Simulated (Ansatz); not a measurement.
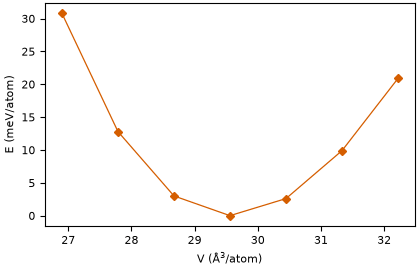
Figure. Tl (hcp (Mg type), space group No. 194) under volume change, r²SCAN+D4 (plane waves, PAW; program Ansatz), shape and atoms relaxed at each volume.

Q: What does a third-order Birch–Murnaghan fit give for V₀, B₀ and B′?

A: V₀ = 29.56 Å³/atom, B₀ = 33.6 GPa, B′ = 5.5.

Space group P6_3/mmc (hcp (Mg type)). Symmetry was held in the r²SCAN+D4 relaxation. The pairwise dispersion correction was not fitted to metals. Spin–orbit coupling is left out wherever it is not named.

Potentials: the later of the program's two PAW sets.
